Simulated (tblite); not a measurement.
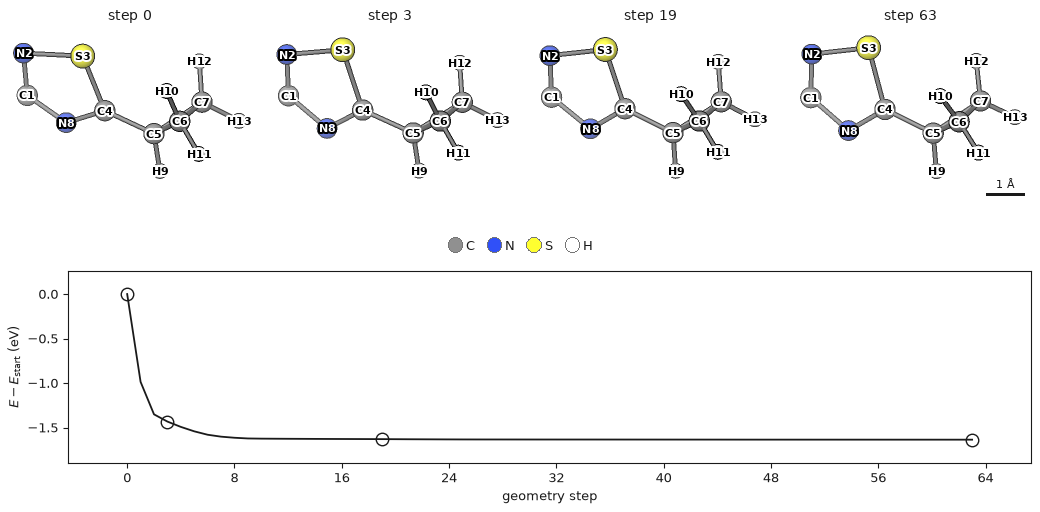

Frames of a relaxation of C$_{5}$H$_{5}$N$_{2}$S (multiplicity 2), marked on the history of the run. A ball-and-stick model, seen from a free direction.

Level of theory: GFN2-xTB geometry optimisation, gas phase in tblite 0.8.0. 

Question: What happens along the run?

Answer: The atom that moves furthest after the best rigid fit is S3 (0.27 Å). Largest moves by element: S 0.27 Å, N 0.22 Å, H 0.22 Å, C 0.15 Å. Near-neighbour distances that change, for instance: S3–N8 2.208 → 2.553 Å, S3–C4 1.639 → 1.766 Å, C1–N8 1.259 → 1.324 Å, N2–S3 1.743 → 1.685 Å. Among the angles between lasting bonds that change: C1–N8–C4 123.8° → 107.5°, S3–C4–N8 96.6° → 111.6°, N2–S3–C4 102.7° → 89.6°. The energy falls by 1.635 eV in 63 geometry steps. From step 0 to 3: S3 moves most (0.20 Å), energy −1.432 eV. From step 3 to 19: H13 moves most (0.14 Å), energy −0.197 eV. From step 19 to 63: S3 moves most (0.15 Å), energy −0.006 eV.
